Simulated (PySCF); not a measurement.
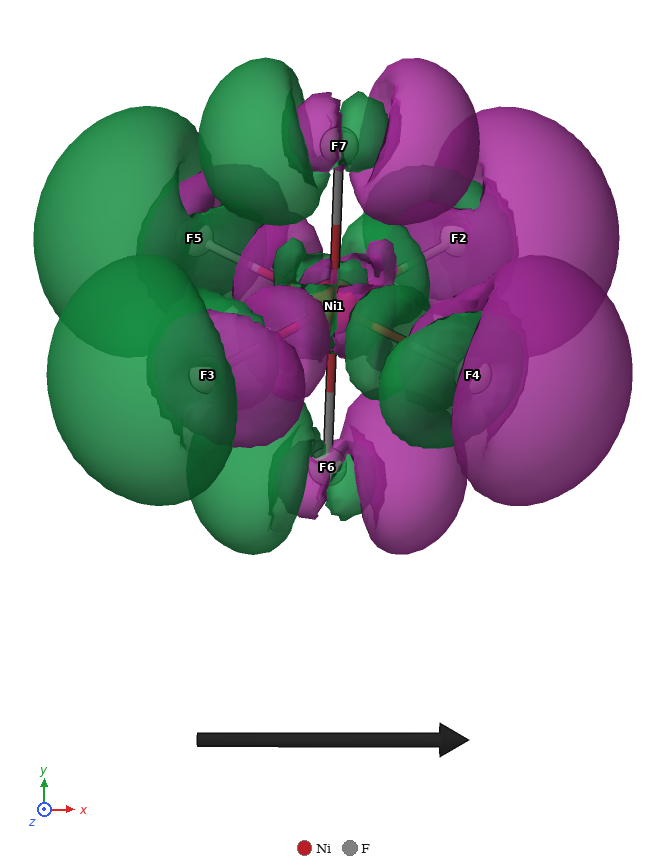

*[NiF6]2- (F$_{6}$Ni, charge −2). Change of the electron density in a uniform field of 0.10 V/Å along +x (arrow), surfaces at ±0.0004 e/Å³ (green: gain, purple: loss).*

Method: B3LYP/def2-SVPD; geometry: GFN2-xTB; program: PySCF. This is a single-reference result, which may miss multireference character in this system. No frequency check shows the geometry to be a minimum. For an anion such functionals hold the outermost electrons too loosely, so the response is rough. GFN2-xTB bond lengths at metals and heavier atoms can be off by up to 0.1 Å and shapes distorted, which carries into these values.

Input

```python
import numpy as np
from pyscf import gto, scf, dft
from pyscf.scf import atom_ks, atom_hf
from scipy.linalg import block_diag

def solve(mol, dm0=None, hcore=None):
    mf = (dft.UKS if mol.spin else dft.RKS)(mol, xc='b3lyp')
    mf.grids.level = 3
    mf = mf.density_fit(auxbasis='def2-universal-jkfit')
    mf.conv_tol, mf.max_cycle = 1e-8, 80
    if hcore is not None:
        mf.get_hcore = lambda *args: hcore
    mf.kernel(dm0)
    if not mf.converged:
        mf = mf.newton().run(mf.mo_coeff, mf.mo_occ, max_cycle=30)
    assert mf.converged, 'SCF not converged'
    return mf

mol = gto.M(atom='''
Ni     0.00029     0.00006     0.00001
F      1.26096     0.66717    -1.06919
F     -1.26073    -0.66724     1.06919
F      1.26081    -0.66752     1.06918
F     -1.26059     0.66746    -1.06919
F     -0.00085    -1.51265    -0.94343
F     -0.00051     1.51259     0.94342
''', basis='def2-svpd', charge=-2, spin=0, verbose=4)
field = np.array([-0.002, -0.0, -0.0])  # atomic units
mol.set_common_orig(mol.atom_charges() @ mol.atom_coords() / mol.atom_charges().sum())
mf = solve(mol)
out = dict(dm0=mf.make_rdm1(), d0=mf.dip_moment(unit='AU'), e0=mf.e_tot)
for name, sign in (('p', 1), ('m', -1)):
    h = mf.get_hcore() + sign * np.einsum('x,xij->ij', field, mol.intor('int1e_r'))
    mi = solve(mol, mf.make_rdm1(), h)
    out.update({'dm' + name: mi.make_rdm1(), 'd' + name: mi.dip_moment(unit='AU'), 'e' + name: mi.e_tot})
# spherically averaged free atoms, for the promolecule
atm = atom_ks.get_atm_nrks(mol, xc='b3lyp')
pro = block_diag(*[(atm[a[0]][2] * atm[a[0]][3]) @ atm[a[0]][2].T for a in mol._atom])
np.savez('result.npz', pro=pro, **out)
```

Launched as:

```sh
OMP_NUM_THREADS=1 python input.py
```

The run took 2.1 min on 1 thread of Intel(R) Xeon(R) Processor @ 2.50GHz (Skylake/Cascade Lake) (shared host), peak memory 0.85 GiB.

Partitions, critical points and surface values were worked out afterwards from this run's density.

The field was applied in both directions; the picture shows the one opposite to the script's first.

Question: How large is the response?

Answer: The induced dipole is 0.32 D (along the field); α along this axis, from the fields in both directions, is 63 bohr³ (9.3 Å³).
